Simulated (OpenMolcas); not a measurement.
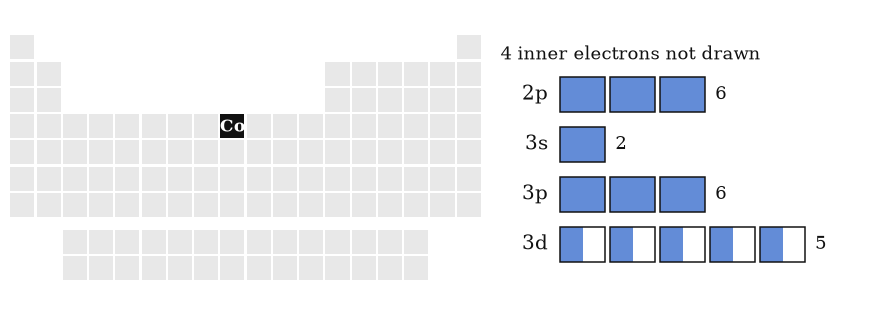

Left, the place of cobalt in the periodic table; right, the outer shells of the leading configuration of the lowest level: a box for each of the 2l + 1 orbitals, shaded by the share of the shell that is filled, with the electron count at the right.

Run report: Co⁴⁺ complex, multiconfigurational calculation (part 1 of 2)

- system: Co⁴⁺ with 6 ligands (F; octahedron, 1.84 Å), neutralised by 6 outer point charges of +0.33 e, whose field is part of the energies.
- method: state-averaged CASSCF, active space 5 electrons in the shell 3d, basis ANO-RCC-VDZP on the metal and ANO-RCC-VDZP on the ligands, DKH2 scalar Hamiltonian, spin-orbit coupling by RASSI with atomic mean-field integrals (OpenMolcas)

**Input file**
```
&GATEWAY
Coord
7

Co 0.0 0.0 0.0
F 1.840000 0.000000 0.000000
F 0.000000 1.840000 0.000000
F -1.840000 0.000000 0.000000
F 0.000000 -1.840000 0.000000
F 0.000000 0.000000 1.840000
F 0.000000 0.000000 -1.840000
Basis=Co.ANO-RCC-VDZP,F.ANO-RCC-VDZP
Group=XYZ
NoMove
AngMom=0.0 0.0 0.0
AMFI
RICD
XField
3 Angstrom 0
4.440000 0.000000 0.000000 0.333333
0.000000 4.440000 0.000000 0.333333
0.000000 0.000000 4.440000 0.333333
&SEWARD
&RASSCF
FileOrb=start.orb
Symmetry=1
Spin=6
nActEl=5 0 0
Inactive=18 21
Ras2=5 0
CIRoot=1 1 1
SDav=1
CIMx=300
Iter=150 100
PrWF=0.3
OrbListing=Nothing
MaxOrb=0
LevShft=1.0
>>> COPY $Project.JobIph JOB001
&RASSCF
FileOrb=start.orb
Symmetry=1
Spin=4
nActEl=5 0 0
Inactive=18 21
Ras2=5 0
CIRoot=24 24 1
SDav=24
CIMx=300
Iter=150 100
PrWF=0.3
OrbListing=Nothing
MaxOrb=0
LevShft=1.0
>>> COPY $Project.JobIph JOB002
&RASSCF
FileOrb=start.orb
Symmetry=1
Spin=2
nActEl=5 0 0
Inactive=18 21
Ras2=5 0
CIRoot=75 75 1
SDav=75
CIMx=300
Iter=150 100
PrWF=0.3
OrbListing=Nothing
MaxOrb=0
LevShft=1.0
>>> COPY $Project.JobIph JOB003
&RASSI
NrOfJobIphs=3 1 24 75
1
1 2 3 4 5 6 7 8 9 10 11 12 13 14 15 16 17 18 19 20 21 22 23 24
1 2 3 4 5 6 7 8 9 10 11 12 13 14 15 16 17 18 19 20 21 22 23 24 25 26 27
28 29 30 31 32 33 34 35 36 37 38 39 40 41 42 43 44 45 46 47 48 49 50 51
52 53 54 55 56 57 58 59 60 61 62 63 64 65 66 67 68 69 70 71 72 73 74 75
IphNames
JOB001
JOB002
JOB003
EJob
SpinOrbit
DIPRint=1.0
SOCoupling=1000.0
Subsets=2
Property=9
'ANGMOM' 1 'ANGMOM' 2 'ANGMOM' 3 'MLTPL  1' 1 'MLTPL  1' 2 'MLTPL  1' 3
'AMFI' 1 'AMFI' 2 'AMFI' 3
SOProperty=3
'ANGMOM' 1 'ANGMOM' 2 'ANGMOM' 3
```

The file start.orb holds starting orbitals from an earlier step. A driver script formed the levels outside the program, from RASSI's spin-orbit matrix and the active-space energies, averaged over the components of each term or state.

Hardware: 1 thread of Intel Xeon @ 2.50GHz (Skylake/Cascade Lake), 64 GiB of memory available, shared host.

Launched with:
```bash
OMP_NUM_THREADS=1 MOLCAS_MEM=2457 MOLCAS_PROJECT=a pymolcas a.inp > a.log  # once for each step of the input, in one work folder
```

**The program's output (extracts)**
```
--- SEWARD ---
Basis set label: CO.ANO-RCC...5S4P2D1F.

      Electronic valence basis set:
      ------------------
      Associated Effective Charge  27.000000 au
      Associated Actual Charge     27.000000 au
      Nuclear Model: Point charge

      Shell  nPrim  nBasis  Cartesian Spherical Contaminant
         s      21       5        X
         p      15       4        X
         d      10       2                 X
         f       6       1                 X
                  Relativistic Douglas-Kroll-Hess integrals:
                    - DKH order of Hamiltonian: 2
                    - DKH order of Properties : 0
                  Atomic mean-field integrals
--- RASSCF ---
Wave function specifications:
      -----------------------------

      Number of closed shell electrons          78
      Number of electrons in active shells       5
      Max number of holes in RAS1 space          0
      Max nr of electrons in RAS3 space          0
      Number of inactive orbitals               39
      Number of active orbitals                  5
      Number of secondary orbitals              74
      Spin quantum number                      2.5
      State symmetry                             1
Orbital specifications:
      -----------------------

      Symmetry species                           1   2
                                                ag  au
      Frozen orbitals                            0   0
      Inactive orbitals                         18  21
      Active orbitals                            5   0
      RAS1 orbitals                              0   0
      RAS2 orbitals                              5   0
      RAS3 orbitals                              0   0
      Secondary orbitals                        34  40
      Deleted orbitals                           0   0
      Number of basis functions                 57  61
      Number of CSFs                             1
      Number of root(s) required                 1
      Iter CI   SX   CI       RASSCF       Energy    max ROT     max BLB   max BLB  Level Ln srch  Step   QN
          iter iter root      energy       change     param      element    value   shift minimum  type update
 Nr of preliminary CI iterations:   1
      Total energies have been shifted. Add                -1000.00 au
        1   1    9    1  -987.98945876    0.00E+00  -1.16E-01*   6  34 2 -6.27E-01*  1.95   0.00    SX    NO
        2   1   10    1  -989.26673225   -1.28E+00* -9.92E-02    9  22 2  1.77E-01*  1.45   0.00    SX    NO
        3   1    9    1  -989.55786859   -2.91E-01* -7.65E-02    5  33 2  1.06E-01*  1.18   0.00    SX    NO
        4   1    9    1  -989.63190288   -7.40E-02*  4.65E-02   18  21 1  5.55E-02*  1.06   0.00    SX    NO
        5   1    9    1  -989.65590261   -2.40E-02*  4.62E-02   18  21 1  3.53E-02*  1.00   2.23    LS   YES
        6   1    9    1  -989.66639998   -1.05E-02*  2.22E-02   23  29 1 -2.35E-02*  0.94   1.24    QN   YES
        7   1    9    1  -989.66970609   -3.31E-03*  2.22E-02    6  34 2 -1.67E-02*  0.94   1.60    QN   YES
        8   1    8    1  -989.67124340   -1.54E-03* -1.22E-02    9  22 2 -4.49E-03*  0.93   1.45    QN   YES
        9   1    8    1  -989.67179664   -5.53E-04* -9.44E-03   20  26 1  3.65E-03*  0.93   1.60    QN   YES
       10   1    8    1  -989.67205563   -2.59E-04* -4.06E-03    4  32 2  3.60E-03*  0.93   1.45    QN   YES
       11   1    8    1  -989.67213045   -7.48E-05* -1.13E-03    9  22 2  1.11E-03*  0.93   1.30    QN   YES
       12   1    7    1  -989.67214354   -1.31E-05* -2.67E-04    9  22 2  6.65E-04*  0.93   1.32    QN   YES
       13   1    7    1  -989.67214590   -2.36E-06* -1.44E-04    9  22 2  2.89E-04*  0.93   1.32    QN   YES
       14   1    6    1  -989.67214636   -4.62E-07*  5.34E-05   21  24 2  8.66E-05   0.93   1.33    QN   YES
       15   1    6    1  -989.67214645   -8.25E-08* -2.08E-05   18  27 1 -3.74E-05   0.93   1.24    QN   YES
       16   1    5    1  -989.67214646   -9.83E-09  -5.40E-06    6  34 2  1.54E-05   0.93   1.23    QN   YES
      Convergence after 16 iterations
       17   1    5    1  -989.67214646   -1.32E-09  -5.40E-06   14  22 2  4.54E-06   0.93   1.23    QN   YES
      Natural orbitals and occupation numbers for root  1
      sym 1:   1.000000   1.000000   1.000000   1.000000   1.000000
::    RASSCF root number  1 Total energy:  -1989.67214646
--- RASSCF ---
Wave function specifications:
      -----------------------------

      Number of closed shell electrons          78
      Number of electrons in active shells       5
      Max number of holes in RAS1 space          0
      Max nr of electrons in RAS3 space          0
      Number of inactive orbitals               39
      Number of active orbitals                  5
      Number of secondary orbitals              74
      Spin quantum number                      1.5
      State symmetry                             1
Orbital specifications:
      -----------------------

      Symmetry species                           1   2
                                                ag  au
      Frozen orbitals                            0   0
      Inactive orbitals                         18  21
      Active orbitals                            5   0
      RAS1 orbitals                              0   0
      RAS2 orbitals                              5   0
      RAS3 orbitals                              0   0
      Secondary orbitals                        34  40
      Deleted orbitals                           0   0
      Number of basis functions                 57  61
      Number of CSFs                            24
      Number of root(s) required                24
      Iter CI   SX   CI       RASSCF       Energy    max ROT     max BLB   max BLB  Level Ln srch  Step   QN
          iter iter root      energy       change     param      element    value   shift minimum  type update
 Nr of preliminary CI iterations:   1
      Total energies have been shifted. Add                -1000.00 au
        1   1    9    0  -989.47637782    0.00E+00  -1.68E-02   19  25 1 -3.07E-02*  0.96   0.00    SX    NO
        2   1    9    0  -989.48028449   -3.91E-03* -1.17E-02   22  28 1 -1.34E-02*  0.96   0.00    SX    NO
        3   1    9    0  -989.48172542   -1.44E-03* -7.33E-03   22  28 1 -8.61E-03*  0.95   0.00    SX    NO
        4   1    9    0  -989.48232256   -5.97E-04* -5.18E-03   15  19 1 -5.71E-03*  0.94   0.00    SX    NO
        5   1    8    0  -989.48258204   -2.59E-04* -7.53E-03   13  20 1 -3.74E-03*  0.94   2.50    LS   YES
        6   1    8    0  -989.48277057   -1.89E-04* -2.81E-03   12  24 1 -2.23E-03*  0.93   1.34    QN   YES
        7   1    8    0  -989.48279568   -2.51E-05*  9.30E-04   22  28 1  1.17E-03*  0.94   1.00    QN   YES
        8   1    7    0  -989.48280106   -5.38E-06* -7.81E-04   10  23 1  5.70E-04*  0.94   1.46    QN   YES
        9   1    7    0  -989.48280426   -3.20E-06* -6.11E-04   10  23 1  3.71E-04*  0.94   1.44    QN   YES
       10   1    7    0  -989.48280515   -8.89E-07*  3.58E-04   12  24 1  2.29E-04*  0.94   1.43    QN   YES
       11   1    6    0  -989.48280549   -3.43E-07*  2.26E-04   12  24 1  2.17E-04*  0.94   1.63    LS   YES
       12   1    6    0  -989.48280555   -6.03E-08* -6.86E-05   12  24 1  2.09E-04*  0.94   1.00    QN   YES
       13   1    6    0  -989.48280563   -8.30E-08*  4.86E-05   12  24 1  1.01E-04*  0.94   1.71    LS   YES
       14   1    5    0  -989.48280565   -1.72E-08* -1.24E-05   12  24 1  2.50E-05   0.94   1.00    QN   YES
       15   1    5    0  -989.48280565   -4.38E-09   1.24E-05   12  24 1  1.46E-05   0.94   1.46    QN   YES
      Convergence after 15 iterations
       16   1    5    0  -989.48280566   -1.43E-09   1.24E-05   12  30 1  5.20E-06   0.94   1.46    QN   YES
      Natural orbitals and occupation numbers for root  1
      sym 1:   1.000322   0.026487   0.999665   1.973512   1.000013
      Natural orbitals and occupation numbers for root  2
      sym 1:   0.999622   1.973509   0.026491   1.000017   1.000361
      Natural orbitals and occupation numbers for root  3
      sym 1:   1.973522   0.999821   0.026478   1.000175   1.000004
::    RASSCF root number  1 Total energy:  -1989.59164720
::    RASSCF root number  2 Total energy:  -1989.59164720
::    RASSCF root number  3 Total energy:  -1989.59164720
::    RASSCF root number  4 Total energy:  -1989.55849978
::    RASSCF root number  5 Total energy:  -1989.55849978
::    RASSCF root number  6 Total energy:  -1989.55849978
::    RASSCF root number  7 Total energy:  -1989.53606585
::    RASSCF root number  8 Total energy:  -1989.52824308
::    RASSCF root number  9 Total energy:  -1989.52824308
::    RASSCF root number 10 Total energy:  -1989.49982283
::    RASSCF root number 11 Total energy:  -1989.49982283
::    RASSCF root number 12 Total energy:  -1989.49982283
::    RASSCF root number 13 Total energy:  -1989.49393494
::    RASSCF root number 14 Total energy:  -1989.49393493
::    RASSCF root number 15 Total energy:  -1989.44952203
::    RASSCF root number 16 Total energy:  -1989.44289164
::    RASSCF root number 17 Total energy:  -1989.44289164
::    RASSCF root number 18 Total energy:  -1989.44289164
::    RASSCF root number 19 Total energy:  -1989.39452193
::    RASSCF root number 20 Total energy:  -1989.39452193
::    RASSCF root number 21 Total energy:  -1989.39452193
::    RASSCF root number 22 Total energy:  -1989.36508056
::    RASSCF root number 23 Total energy:  -1989.36508056
::    RASSCF root number 24 Total energy:  -1989.36508056
--- RASSCF ---
Wave function specifications:
      -----------------------------

      Number of closed shell electrons          78
      Number of electrons in active shells       5
      Max number of holes in RAS1 space          0
      Max nr of electrons in RAS3 space          0
      Number of inactive orbitals               39
      Number of active orbitals                  5
      Number of secondary orbitals              74
      Spin quantum number                      0.5
      State symmetry                             1
Orbital specifications:
      -----------------------

      Symmetry species                           1   2
                                                ag  au
      Frozen orbitals                            0   0
      Inactive orbitals                         18  21
      Active orbitals                            5   0
      RAS1 orbitals                              0   0
      RAS2 orbitals                              5   0
      RAS3 orbitals                              0   0
      Secondary orbitals                        34  40
      Deleted orbitals                           0   0
      Number of basis functions                 57  61
      Number of CSFs                            75
      Number of root(s) required                75
      Iter CI   SX   CI       RASSCF       Energy    max ROT     max BLB   max BLB  Level Ln srch  Step   QN
          iter iter root      energy       change     param      element    value   shift minimum  type update
 Nr of preliminary CI iterations:   1
      Total energies have been shifted. Add                -1000.00 au
        1   1    9    0  -989.37329905    0.00E+00  -1.17E-02   22  28 1 -1.75E-02*  0.93   0.00    SX    NO
        2   1    9    0  -989.37487633   -1.58E-03* -7.83E-03   22  28 1 -8.73E-03*  0.92   0.00    SX    NO
        3   1    9    0  -989.37548050   -6.04E-04* -5.41E-03   15  22 1 -5.99E-03*  0.91   0.00    SX    NO
        4   1    8    0  -989.37574466   -2.64E-04* -3.87E-03   15  22 1 -4.29E-03*  0.91   0.00    SX    NO
        5   1    8    0  -989.37586968   -1.25E-04* -5.68E-03   15  22 1 -3.09E-03*  0.91   2.50    LS   YES
        6   1    8    0  -989.37597333   -1.04E-04* -3.29E-03   12  24 1 -1.40E-03*  0.91   1.59    LS   YES
        7   1    8    0  -989.37598976   -1.64E-05*  8.51E-04   12  24 1 -1.14E-03*  0.91   1.01    QN   YES
        8   1    8    0  -989.37600131   -1.15E-05*  1.27E-03   22  28 1  8.78E-04*  0.91   2.50    LS   YES
        9   1    8    0  -989.37600976   -8.45E-06*  1.15E-03    7  32 2 -1.43E-03*  0.91   1.31    QN   YES
       10   1    7    0  -989.37601422   -4.47E-06*  2.29E-04   22  28 1 -4.91E-04*  0.91   0.88    QN   YES
       11   1    7    0  -989.37601529   -1.06E-06*  1.73E-04   12  24 1  3.29E-04*  0.91   1.76    LS   YES
       12   1    7    0  -989.37601554   -2.49E-07* -1.21E-04    7  32 2 -3.15E-04*  0.91   1.02    QN   YES
       13   1    6    0  -989.37601573   -1.93E-07* -5.33E-05   12  24 1  1.19E-04*  0.91   1.44    LS   YES
       14   1    6    0  -989.37601575   -2.00E-08*  1.90E-05   12  24 1  5.71E-05   0.91   1.00    QN   YES
       15   1    6    0  -989.37601576   -1.41E-08* -2.12E-05   12  24 1  3.23E-05   0.91   1.62    QN   YES
       16   1    4    0  -989.37601577   -4.04E-09   2.52E-06   12  30 1  7.45E-06   0.91   1.04    QN   YES
      Convergence after 16 iterations
       17   1    4    0  -989.37601577   -1.31E-10   2.52E-06   12  30 1  4.91E-06   0.91   1.04    QN   YES
      Natural orbitals and occupation numbers for root  1
      sym 1:   1.906866   1.906139   0.019771   1.069381   0.097843
      Natural orbitals and occupation numbers for root  2
      sym 1:   0.095358   1.066265   1.908653   1.909619   0.020106
      Natural orbitals and occupation numbers for root  3
      sym 1:   0.019861   1.907689   1.906673   1.068579   0.097199
::    RASSCF root number  1 Total energy:  -1989.56950384
::    RASSCF root number  2 Total energy:  -1989.56950384
::    RASSCF root number  3 Total energy:  -1989.56950384
::    RASSCF root number  4 Total energy:  -1989.52549756
::    RASSCF root number  5 Total energy:  -1989.52549756
::    RASSCF root number  6 Total energy:  -1989.52549756
::    RASSCF root number  7 Total energy:  -1989.51833822
::    RASSCF root number  8 Total energy:  -1989.50842152
::    RASSCF root number  9 Total energy:  -1989.50842152
::    RASSCF root number 10 Total energy:  -1989.50842152
::    RASSCF root number 11 Total energy:  -1989.49619666
::    RASSCF root number 12 Total energy:  -1989.49619666
::    RASSCF root number 13 Total energy:  -1989.47265665
::    RASSCF root number 14 Total energy:  -1989.47113366
::    RASSCF root number 15 Total energy:  -1989.47113366
::    RASSCF root number 16 Total energy:  -1989.47113366
::    RASSCF root number 17 Total energy:  -1989.46085063
::    RASSCF root number 18 Total energy:  -1989.46085063
::    RASSCF root number 19 Total energy:  -1989.46085063
::    RASSCF root number 20 Total energy:  -1989.45717985
::    RASSCF root number 21 Total energy:  -1989.45717985
::    RASSCF root number 22 Total energy:  -1989.44915837
::    RASSCF root number 23 Total energy:  -1989.44915837
::    RASSCF root number 24 Total energy:  -1989.44915837
::    RASSCF root number 25 Total energy:  -1989.43707870
::    RASSCF root number 26 Total energy:  -1989.42274388
::    RASSCF root number 27 Total energy:  -1989.42274388
::    RASSCF root number 28 Total energy:  -1989.42136624
::    RASSCF root number 29 Total energy:  -1989.42136624
::    RASSCF root number 30 Total energy:  -1989.42136624
```

(Continued in part 2.) Outcome of the run: converged.
